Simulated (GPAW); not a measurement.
**Fe2 Ta1 Fe2 001: which magnetic order is lowest**

A self-consistent run ends on one state, which hangs on the start. Several orders of Fe2 Ta1 Fe2 001 are started in GPAW and their energies compared.

Calculated with GPAW 26.7.0; PBE; plane waves with GPAW's PAW setups, scalar-relativistic.

## 1. The starting structure

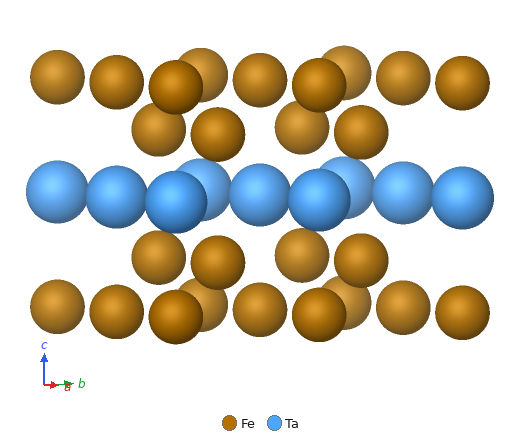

The cell as given, from the side, with the c axis up (iron orange, tantalum blue). 2×2×1 cells are drawn. Some periodic images of atoms are drawn too.

The cell holds 5 atoms: 4 Fe and 1 Ta. Cell: a = 3.303 Å, b = 3.303 Å, c = 16.895 Å, α = 90.0°, β = 90.0°, γ = 90.0°. ideal sites on the substrate's mesh, layer spacings from atomic volumes, unrelaxed, 12 A of vacuum. Vacuum lies along c.

## 2. Order 1, typed as ferro ++++

The parallel start comes first: it fits the smallest cell, keeps the most symmetry and shows whether parallel moments form.

The input, order1.py:

```python
import json
import numpy as np
from ase import Atoms
from ase.parallel import paropen, parprint
from gpaw import GPAW

atoms = Atoms(['Fe', 'Fe', 'Ta', 'Fe', 'Fe'],
    cell=[[3.303, 0.0, 0.0],
         [0.0, 3.303, 0.0],
         [0.0, 0.0, 16.894678]],
    scaled_positions=[[0.0, 0.0, 0.355141],
         [0.5, 0.5, 0.419161],
         [0.0, 0.0, 0.5],
         [0.5, 0.5, 0.580839],
         [0.0, 0.0, 0.644859]],
    pbc=True,
    magmoms=[2.6, 2.6, 0.0, 2.6, 2.6])
atoms.calc = GPAW(mode={'name': 'pw', 'ecut': 450},
    xc='PBE',
    kpts={'size': (20, 20, 1), 'gamma': True},
    occupations={'name': 'fermi-dirac', 'width': 0.05},
    convergence={'density': 1e-05, 'energy': 1e-05},
    maxiter=200,
    mixer={'name': 'pulay', 'beta': 0.03, 'nmaxold': 8, 'weight': 100},
    symmetry={'tolerance': 1e-4},
    txt='order1.txt')
e = atoms.get_potential_energy(force_consistent=True)
res = {'free_energy': e, 'energy_sigma0': atoms.get_potential_energy(), 'fermi_energy': atoms.calc.get_fermi_level()}
res['moments'] = atoms.get_magnetic_moments().tolist()
res['total'] = atoms.get_magnetic_moment()
parprint('site moments (muB):', np.round(res['moments'], 3))
parprint(f"total moment: {res['total']:.3f} muB")
parprint(f'free energy: {e:.6f} eV')
atoms.calc.write('order1.gpw')
with paropen('results.json', 'w') as f:
    json.dump(res, f)
```

Command:

```console
$ OMP_NUM_THREADS=1 mpirun -n 4 gpaw python order1.py > order1.log
```

Numbers of over 12 decimals in the logs are rounded to 6 here.

The program printed:

```text
site moments (muB): [ 2.713  2.176 -0.516  2.176  2.713]
total moment: 9.383 muB
free energy: -42.296508 eV

--- order1.txt ---
Input parameters:
  mode=PW(ecut=450),
  convergence={'density': 1e-05, 'energy': 1e-05},
  kpts=MonkhorstPack(size=(20, 20, 1), gamma=True),
  maxiter=200,
  mixer=Pulay(name='pulay', nmaxold=8, beta=0.03, weight=100, sigma=0.015, g_ss=None),
  occupations=Occupations(name='fermi-dirac', width=0.05),
  symmetry=Symmetry(tolerance=0.0001),
  xc=XC(name='PBE')

Diagonalizing LCAO Hamiltonian
Converting LCAO to pw mode
   .-------.
  /|       |
 * |       |
 | |       |
 | |       |
 | |       |
 | |       |
 | |       |
 | |       |
 Fe|       |
 | |  Fe   |
 | |       |
 | |       |
 Ta|  Fe   |
 | |       |
 | |       |
 Fe|       |
 | |       |
 | |       |
 | |       |
 | |       |
 | .-------.
 |/       /
 *-------*

Atoms  # Å, Bohr magnetons
|   | symbol |        x |        y |         z |    initial magnetic moments |
|---|--------|----------|----------|-----------|-----------------------------|
| 0 |     Fe | 0.000000 | 0.000000 |  5.999993 | ( 0.0000,  0.0000,  2.6000) |
| 1 |     Fe | 1.651500 | 1.651500 |  7.081590 | ( 0.0000,  0.0000,  2.6000) |
| 2 |     Ta | 0.000000 | 0.000000 |  8.447339 | ( 0.0000,  0.0000,  0.0000) |
| 3 |     Fe | 1.651500 | 1.651500 |  9.813088 | ( 0.0000,  0.0000,  2.6000) |
| 4 |     Fe | 0.000000 | 0.000000 | 10.894685 | ( 0.0000,  0.0000,  2.6000) |

Unit cell  # Å
| periodic |        x |        y |         z |   lengths |    angles |
|----------|----------|----------|-----------|-----------|-----------|
|      yes | 3.303000 | 0.000000 |  0.000000 |  3.303000 | 90.000000 |
|      yes | 0.000000 | 3.303000 |  0.000000 |  3.303000 | 90.000000 |
|      yes | 0.000000 | 0.000000 | 16.894678 | 16.894678 | 90.000000 |

Number of symmetries: 16

BZ-sampling:
  Number of BZ points: 400
  Number of IBZ points: 66

  Monkhorst-Pack size: [20, 20, 1]
  Monkhorst-Pack shift: [0.025, 0.025, 0.0]

K-points  # in reciprocal-cell coordinates
|     |                                coordinates |     weight |
|-----|--------------------------------------------|------------|
|   0 | ( -0.00000000,  -0.00000000,   0.00000000) | 0.00250000 |
|   1 | (  0.05000000,  -0.00000000,   0.00000000) | 0.01000000 |
|   2 | (  0.05000000,   0.05000000,   0.00000000) | 0.01000000 |
|   3 | (  0.10000000,  -0.00000000,   0.00000000) | 0.01000000 |
|   4 | (  0.10000000,   0.05000000,   0.00000000) | 0.02000000 |
|   5 | (  0.10000000,   0.10000000,   0.00000000) | 0.01000000 |
|   6 | (  0.15000000,  -0.00000000,   0.00000000) | 0.01000000 |
|   7 | (  0.15000000,   0.05000000,   0.00000000) | 0.02000000 |
|   8 | (  0.15000000,   0.10000000,   0.00000000) | 0.02000000 |
|   9 | (  0.15000000,   0.15000000,   0.00000000) | 0.01000000 |
| ... |                                            |            |
|  65 | (  0.50000000,   0.50000000,   0.00000000) | 0.00250000 |

Plane wave coefficients: 4028
Cutoff: 450.000000 eV

Spin-components: 2 (collinear spins)
Bands:           38
Projectors:      30
Spin-degeneracy: 1
Datatype:        complex128

Parallelization:
  kpt:    4
  domain: 1
  band:   1

Density:
  Valence electrons: 45.0
  Components: 2
  Grid points: [18 18 84]
  Charge: 0.0  # |e|

Potential:
  Grid points: [18 18 84]

species:
  Fe:
    name:    Iron
    Z:       26.0
    valence: 8
    core:    18
    charge:  0.0  # [|e|]
    compensation charges:
      type: gauss
      rc: 0.33  # [Å]
      lmax: 2
    cutoffs:
      filter: 2.06  # [Å]
      core: 2.67  # [Å]
    projectors
    | kind |    occ | energy [eV] | rcut [Å] |
    |------|--------|-------------|----------|
    |   4s |  2.000 |      -5.291 |    1.164 |
    |   4p |  0.000 |      -1.326 |    1.058 |
    |   3d |  6.000 |      -7.505 |    1.058 |
    |    s |        |      21.920 |    1.164 |
    |    p |        |      25.885 |    1.058 |
    |    d |        |      19.706 |    1.058 |

    Using partial waves for Fe as LCAO basis

  Ta:
    name:    Tantalum
    Z:       73.0
    valence: 13
    core:    60
    charge:  0.0  # [|e|]
    compensation charges:
      type: gauss
      rc: 0.42  # [Å]
      lmax: 2
    cutoffs:
      filter: 2.36  # [Å]
      core: 3.45  # [Å]
    projectors
    | kind |    occ | energy [eV] | rcut [Å] |
    |------|--------|-------------|----------|
    |   5s |  2.000 |     -72.790 |    1.365 |
    |   6s |  2.000 |      -5.429 |    1.365 |
    |   5p |  6.000 |     -39.427 |    1.349 |
    |   6p |  0.000 |      -1.396 |    1.349 |
    |   5d |  3.000 |      -3.603 |    1.307 |
    |    d |        |      23.609 |    1.307 |

    Using partial waves for Ta as LCAO basis

Reference energy: -562650.259801  # eV

eigensolver:
  PPCG
  Converge bands: occupied
  niter=2

density mixing:
  Pulay-Mixer
  Linear mixing parameters: 0.03
  Old densities: 8
  Fourier metric: weight=100, sigma=0.015

occupation numbers:
  Fermi-Dirac:
    width: 0.0500  # eV

poisson solver:
  ecut: 3600.000000  # eV

xc functional:
  name: PBE with 2 nearest neighbor stencil

convergence criteria:
- Maximum integral of absolute [dens]ity change: 1e-05 electrons / valence electron
- Maximum [total energy] change in last 3 cyles: 1e-05 eV / valence electron
- Maximum integral of absolute [eigenst]ate change: 4e-08 eV^2 / valence electron
maximum number of iterations: 200

SCF iterations
|iter     |      energy | eigst |  dens |  magmom |
|---------|-------------|-------|-------|---------|
|iter:   1|       0s |  -44.110857 | +0.27 |       | +10.4184|
|iter:   2|       7s |  -43.612743 | -1.46 | -0.82 | +10.3869|
|iter:   3|      13s |  -43.234560 | -2.19 | -0.91 | +10.3509|
|iter:   4|      19s |  -42.104526 | -0.83 | -0.95 | +10.1039|
|iter:   5|      26s |  -42.145516 | -1.79 | -1.15 | +10.1174|
|iter:   6|      32s |  -42.263465 | -1.11 | -1.13 |  +9.7658|
|iter:   7|      39s |  -42.560756 | -1.76 | -1.33 |  +9.6705|
|iter:   8|      45s |  -42.239025 | -1.90 | -1.23 |  +9.7041|
|iter:   9|      51s |  -42.181517 | -2.52 | -1.38 |  +9.7276|
|iter:  10|      58s |  -42.220339 | -2.45 | -1.42 |  +9.5808|
[... 21 iterations left out ...]
|iter:  32|     187s |  -42.278815c| -8.68c| -4.26 |  +9.3821|
|iter:  33|     190s |  -42.278815c| -8.67c| -4.25 |  +9.3821|
|iter:  34|     196s |  -42.278816c| -7.63c| -4.26 |  +9.3827|
|iter:  35|     199s |  -42.278816c| -8.06c| -4.54 |  +9.3828|
|iter:  36|     202s |  -42.278816c| -8.63c| -4.65 |  +9.3829|
|iter:  37|     205s |  -42.278816c| -8.80c| -4.69 |  +9.3830|
|iter:  38|     208s |  -42.278816c| -8.61c| -4.76 |  +9.3831|
|iter:  39|     211s |  -42.278816c| -8.71c| -4.87 |  +9.3831|
|iter:  40|     214s |  -42.278816c| -8.88c| -4.91 |  +9.3831|
|iter:  41|     218s |  -42.278816c| -9.33c| -5.01c|  +9.3832|

Converged in 41 steps
Energy contributions relative to reference atoms: (reference = -562650.259801)

Energy contributions:
  Kinetic:          37.397311
  Coulomb:         -33.954369
  Zero:              0.244424
  External:          0.000000
  Xc:              -45.948490
  Entropy:          -0.035383
  Spinorbit:         0.000000
  ----------------------------
  Free energy:     -42.296508
  Extrapolated:    -42.278816

dipole moment: (-27.895880, -27.895880, -0.000344)  # |e|*Ang

Total magnetic moment: (0.000000, 0.000000, 9.383161)

Local magnetic moments
|        x |        y |         z |
|----------|----------|-----------|
| 0.000000 | 0.000000 |  2.712548 |  # Fe   0
| 0.000000 | 0.000000 |  2.176057 |  # Fe   1
| 0.000000 | 0.000000 | -0.516400 |  # Ta   2
| 0.000000 | 0.000000 |  2.176057 |  # Fe   3
| 0.000000 | 0.000000 |  2.712548 |  # Fe   4

Fermi level: 1.282
Eigenvalues  # (at kpt = [-0.000, -0.000, 0.000])
| band index |      eig [eV] | occ [0-1] |      eig [eV] | occ [0-1] |
|------------|---------------|-----------|---------------|-----------|
|          0 |       -66.185 |     1.000 |       -66.405 |     1.000 |
|        ... |               |           |               |           |
|         14 |        -1.202 |     1.000 |         0.742 |     1.000 |
|         15 |        -1.009 |     1.000 |         1.152 |     0.932 |
|         16 |        -1.009 |     1.000 |         1.152 |     0.932 |
|         17 |        -0.813 |     1.000 |         1.307 |     0.381 |
|         18 |        -0.601 |     1.000 |         1.337 |     0.250 |
|         19 |        -0.553 |     1.000 |         1.499 |     0.013 |
|         20 |        -0.553 |     1.000 |         1.680 |     0.000 |
|         21 |        -0.334 |     1.000 |         1.680 |     0.000 |
|         22 |        -0.275 |     1.000 |         1.870 |     0.000 |
|         23 |        -0.203 |     1.000 |         1.870 |     0.000 |
|         24 |        -0.203 |     1.000 |         2.508 |     0.000 |
|         25 |         0.441 |     1.000 |         2.628 |     0.000 |
|         26 |         0.675 |     1.000 |         2.908 |     0.000 |
|         27 |         1.909 |     0.000 |         3.279 |     0.000 |
|         28 |         2.473 |     0.000 |         3.501 |     0.000 |
|         29 |         2.688 |     0.000 |         3.958 |     0.000 |
|        ... |               |           |               |           |
|         37 |         8.183 |     0.000 |         8.548 |     0.000 |

No gap
No difference between direct/indirect transitions
```

Elapsed: 3.8 min, on 4 MPI ranks of Intel Xeon at 2.60GHz (Ice Lake), shared host; peak memory 1.2 GiB.

Spin moment in the augmentation sphere by atom:

```tsv
atom	spin moment in the augmentation sphere (μB)
Fe1	2.71
Fe2	2.18
Ta3	-0.52
Fe4	2.18
Fe5	2.71
```

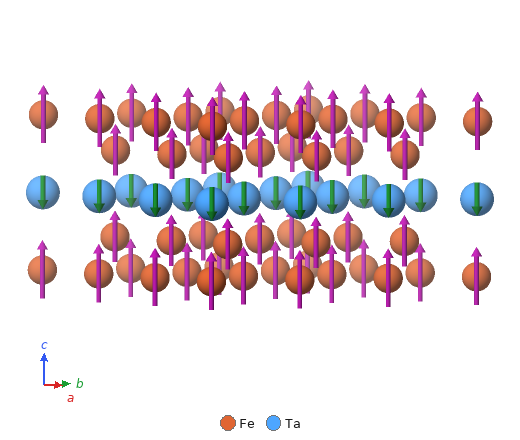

Spin moment in the augmentation sphere as arrows, the longest 2.71 μB. Up and down stand for the sign. Arrows give size and sign along the axis of quantisation, drawn up and down the page. Each arrow also spans its atom, so small moments look longer than they are. The two directions have two colours. 3×3×1 cells are drawn. Some periodic images of atoms are drawn too.

Numbers from this step:

```yaml
magnetization: 9.383 μB
final_state: ferromagnetic
```

After 41 cycles the largest moment stands at 2.71 μB.

## 3. Order 2, typed as antiferro ++--

An opposed order shows whether the pairs that it reverses prefer unlike signs.

order2.py is the script of step 2 with these lines changed:

```diff
@@ -16,3 +16,3 @@
     pbc=True,
-    magmoms=[2.6, 2.6, 0.0, 2.6, 2.6])
+    magmoms=[2.6, 2.6, 0.0, -2.6, -2.6])
 atoms.calc = GPAW(mode={'name': 'pw', 'ecut': 450},
@@ -25,3 +25,3 @@
     symmetry={'tolerance': 1e-4},
-    txt='order1.txt')
+    txt='order2.txt')
 e = atoms.get_potential_energy(force_consistent=True)
@@ -33,3 +33,3 @@
 parprint(f'free energy: {e:.6f} eV')
-atoms.calc.write('order1.gpw')
+atoms.calc.write('order2.gpw')
 with paropen('results.json', 'w') as f:
```

Command:

```console
$ OMP_NUM_THREADS=1 mpirun -n 4 gpaw python order2.py > order2.log
```

The program printed:

```text
site moments (muB): [ 2.729  1.998  0.    -1.998 -2.729]
total moment: -0.000 muB
free energy: -42.095233 eV

--- order2.txt ---
Input parameters:
  mode=PW(ecut=450),
  convergence={'density': 1e-05, 'energy': 1e-05},
  kpts=MonkhorstPack(size=(20, 20, 1), gamma=True),
  maxiter=200,
  mixer=Pulay(name='pulay', nmaxold=8, beta=0.03, weight=100, sigma=0.015, g_ss=None),
  occupations=Occupations(name='fermi-dirac', width=0.05),
  symmetry=Symmetry(tolerance=0.0001),
  xc=XC(name='PBE')

Diagonalizing LCAO Hamiltonian
Converting LCAO to pw mode
   .-------.
  /|       |
 * |       |
 | |       |
 | |       |
 | |       |
 | |       |
 | |       |
 | |       |
 Fe|       |
 | |  Fe   |
 | |       |
 | |       |
 Ta|  Fe   |
 | |       |
 | |       |
 Fe|       |
 | |       |
 | |       |
 | |       |
 | |       |
 | .-------.
 |/       /
 *-------*

Atoms  # Å, Bohr magnetons
|   | symbol |        x |        y |         z |    initial magnetic moments |
|---|--------|----------|----------|-----------|-----------------------------|
| 0 |     Fe | 0.000000 | 0.000000 |  5.999993 | ( 0.0000,  0.0000,  2.6000) |
| 1 |     Fe | 1.651500 | 1.651500 |  7.081590 | ( 0.0000,  0.0000,  2.6000) |
| 2 |     Ta | 0.000000 | 0.000000 |  8.447339 | ( 0.0000,  0.0000,  0.0000) |
| 3 |     Fe | 1.651500 | 1.651500 |  9.813088 | ( 0.0000,  0.0000, -2.6000) |
| 4 |     Fe | 0.000000 | 0.000000 | 10.894685 | ( 0.0000,  0.0000, -2.6000) |

Unit cell  # Å
| periodic |        x |        y |         z |   lengths |    angles |
|----------|----------|----------|-----------|-----------|-----------|
|      yes | 3.303000 | 0.000000 |  0.000000 |  3.303000 | 90.000000 |
|      yes | 0.000000 | 3.303000 |  0.000000 |  3.303000 | 90.000000 |
|      yes | 0.000000 | 0.000000 | 16.894678 | 16.894678 | 90.000000 |

Number of symmetries: 8

BZ-sampling:
  Number of BZ points: 400
  Number of IBZ points: 66

  Monkhorst-Pack size: [20, 20, 1]
  Monkhorst-Pack shift: [0.025, 0.025, 0.0]

Plane wave coefficients: 4028
Cutoff: 450.000000 eV

Spin-components: 2 (collinear spins)
Bands:           31
Projectors:      30
Spin-degeneracy: 1
Datatype:        complex128

Parallelization:
  kpt:    4
  domain: 1
  band:   1

Density:
  Valence electrons: 45.0
  Components: 2
  Grid points: [18 18 84]
  Charge: 0.0  # |e|

Potential:
  Grid points: [18 18 84]

[... setups left out ...]
Reference energy: -562650.259801  # eV

eigensolver:
  PPCG
  Converge bands: occupied
  niter=2

density mixing:
  Pulay-Mixer
  Linear mixing parameters: 0.03
  Old densities: 8
  Fourier metric: weight=100, sigma=0.015

occupation numbers:
  Fermi-Dirac:
    width: 0.0500  # eV

poisson solver:
  ecut: 3600.000000  # eV

xc functional:
  name: PBE with 2 nearest neighbor stencil

convergence criteria:
- Maximum integral of absolute [dens]ity change: 1e-05 electrons / valence electron
- Maximum [total energy] change in last 3 cyles: 1e-05 eV / valence electron
- Maximum integral of absolute [eigenst]ate change: 4e-08 eV^2 / valence electron
maximum number of iterations: 200

SCF iterations
|iter     |      energy | eigst |  dens |  magmom |
|---------|-------------|-------|-------|---------|
|iter:   1|       0s |  -43.813513 | +0.28 |       |  +0.0000|
|iter:   2|       5s |  -43.301610 | -1.27 | -0.84 |  -0.0000|
|iter:   3|      11s |  -42.912259 | -1.85 | -0.93 |  +0.0000|
|iter:   4|      16s |  -41.858677 | -0.60 | -0.97 |  -0.0000|
|iter:   5|      21s |  -41.839495 | -1.97 | -1.17 |  +0.0000|
|iter:   6|      26s |  -42.264765 | -0.62 | -1.21 |  -0.0000|
|iter:   7|      31s |  -42.145202 | -1.90 | -1.26 |  +0.0000|
|iter:   8|      36s |  -41.942977 | -1.84 | -1.31 |  -0.0000|
|iter:   9|      41s |  -41.938246 | -3.52 | -1.44 |  +0.0000|
|iter:  10|      46s |  -42.082392 | -2.10 | -1.45 |  -0.0000|
[... 40 iterations left out ...]
|iter:  51|     230s |  -42.067879c| -8.36c| -4.56 |  -0.0000|
|iter:  52|     232s |  -42.067879c| -8.39c| -4.59 |  -0.0000|
|iter:  53|     234s |  -42.067880c| -8.12c| -4.65 |  -0.0000|
|iter:  54|     237s |  -42.067881c| -8.54c| -4.78 |  -0.0000|
|iter:  55|     239s |  -42.067881c| -8.46c| -4.79 |  -0.0000|
|iter:  56|     242s |  -42.067882c| -8.13c| -4.82 |  -0.0000|
|iter:  57|     244s |  -42.067881c| -8.48c| -4.98 |  -0.0000|
|iter:  58|     247s |  -42.067881c| -8.76c| -4.99 |  -0.0000|
|iter:  59|     249s |  -42.067880c| -8.99c| -4.99 |  -0.0000|
|iter:  60|     251s |  -42.067881c| -8.74c| -5.01c|  -0.0000|

Converged in 60 steps
Energy contributions relative to reference atoms: (reference = -562650.259801)

Energy contributions:
  Kinetic:          36.479003
  Coulomb:         -33.152394
  Zero:              0.246556
  External:          0.000000
  Xc:              -45.613695
  Entropy:          -0.054703
  Spinorbit:         0.000000
  ----------------------------
  Free energy:     -42.095233
  Extrapolated:    -42.067881

dipole moment: (-27.905168, -27.905168, -0.000344)  # |e|*Ang

Total magnetic moment: (0.000000, 0.000000, -0.000000)

Local magnetic moments
|        x |        y |         z |
|----------|----------|-----------|
| 0.000000 | 0.000000 |  2.729113 |  # Fe   0
| 0.000000 | 0.000000 |  1.998337 |  # Fe   1
| 0.000000 | 0.000000 |  0.000000 |  # Ta   2
| 0.000000 | 0.000000 | -1.998337 |  # Fe   3
| 0.000000 | 0.000000 | -2.729114 |  # Fe   4

Fermi level: 1.249
Eigenvalues  # (at kpt = [-0.000, -0.000, 0.000])
| band index |      eig [eV] | occ [0-1] |      eig [eV] | occ [0-1] |
|------------|---------------|-----------|---------------|-----------|
|          0 |       -66.354 |     1.000 |       -66.354 |     1.000 |
|        ... |               |           |               |           |
|         14 |        -0.363 |     1.000 |        -0.363 |     1.000 |
|         15 |        -0.332 |     1.000 |        -0.332 |     1.000 |
|         16 |        -0.332 |     1.000 |        -0.332 |     1.000 |
|         17 |        -0.225 |     1.000 |        -0.225 |     1.000 |
|         18 |         0.221 |     1.000 |         0.221 |     1.000 |
|         19 |         0.582 |     1.000 |         0.582 |     1.000 |
|         20 |         1.075 |     0.970 |         1.075 |     0.970 |
|         21 |         1.075 |     0.970 |         1.075 |     0.970 |
|         22 |         1.331 |     0.162 |         1.331 |     0.162 |
|         23 |         1.343 |     0.131 |         1.343 |     0.131 |
|         24 |         1.343 |     0.131 |         1.343 |     0.131 |
|         25 |         1.393 |     0.053 |         1.393 |     0.053 |
|         26 |         2.572 |     0.000 |         2.572 |     0.000 |
|         27 |         2.583 |     0.000 |         2.583 |     0.000 |
|         28 |         3.075 |     0.000 |         3.075 |     0.000 |
|         29 |         3.613 |     0.000 |         3.613 |     0.000 |
|         30 |         3.629 |     0.000 |         3.629 |     0.000 |

No gap
No difference between direct/indirect transitions
```

The job ended after 4.4 min (4 MPI ranks; peak memory 1.2 GiB).

Spin moment in the augmentation sphere by atom:

```tsv
atom	spin moment in the augmentation sphere (μB)
Fe1	2.73
Fe2	2.00
Ta3	0.00
Fe4	-2.00
Fe5	-2.73
```

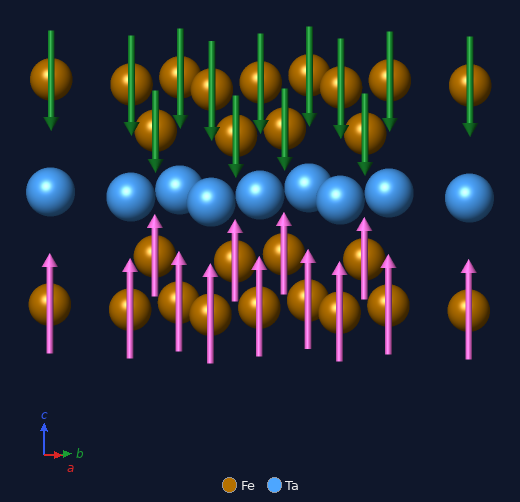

Spin moment in the augmentation sphere as arrows, the longest 2.73 μB. Up and down stand for the sign. Arrows give size and sign along the axis of quantisation, drawn up and down the page. The two directions have two colours. 2×2×1 cells are drawn. Some periodic images of atoms are drawn too.

This step gave:

```
magnetization : 0 μB
final state   : antiferromagnetic
```

It lies 50.3 meV a seeded atom over the first start, and its largest moment is 2.73 μB against 2.71 μB.

## 4. The states side by side

These are free energies at a smearing of 0.05 eV, so its entropy term is in the differences. They are divided by the number of seeded atoms, so that cells of unlike size compare.

Orders:

```tsv
start	final state	typed order kept	energy over the lowest (meV a seeded atom)	largest site moment (μB)	net moment (μB a primitive cell)	mesh matched	CPU time (s)
ferro ++++	ferromagnetic	yes	0	2.713	9.383	yes	919.4
antiferro ++--	antiferromagnetic	yes	50.32	2.729	0	yes	1046
```

## 5. What came out

```json
{
 "lowest state found": "ferromagnetic (typed ferro ++++)",
 "largest site moment": "2.71 μB",
 "next state": "antiferromagnetic, 50.3 meV a seeded atom higher"
}
```

In words: The lowest state found is ferromagnetic, reached from the start ferro ++++, with moments up to 2.71 μB. The next state costs 50 meV a seeded atom. This is the lowest of 2 finished starts, no proof of the ground state.

[Logs and program files are shortened in this print: banners, set-up blocks, solver, clock and traceback lines can be left out without a mark of their own.]

[Logs are printed without paths, hosts, clocks, repeated set-up lines and the standing remarks that a program may print on its own settings, such as how far it seeks lower states.]

[Hosts, paths, dates, database ids (printed as entryN), source tags and the programs' standing remarks are cut or masked in the printed files.]

[Where a cell is said to come from a database of computed structures, the database is the Materials Project.]
